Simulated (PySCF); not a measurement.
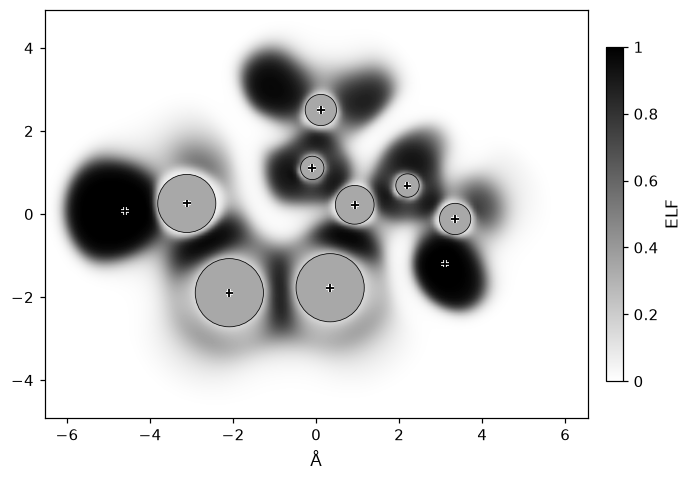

The electron localisation function on a plane through atoms (crosses mark nuclei in the plane; grey discs cover the cores).

All numbers below come from PySCF, wB97X-D/def2-SVPD, SCF density, gas phase.

Candidates:
A. C₅H₁₄GeO (SMILES C[O][GeH2][C](C)(C)C)
B. C₂H₁₃BGe₂O₂Si (SMILES CO[B](OC)[GeH2][GeH2][SiH3])

Which candidate gave the map?

Answer. Candidate B: C₂H₁₃BGe₂O₂Si on the plane of atoms B3, Ge6 and Ge7, which holds C, O, B, Ge, Si and H. B–O (1.35 Å): the ELF peaks at about 0.90 between the atoms (a short, strongly polar bond). C–O (1.40 Å): the ELF peaks at about 0.90 between the atoms, as expected for a polar covalent bond.
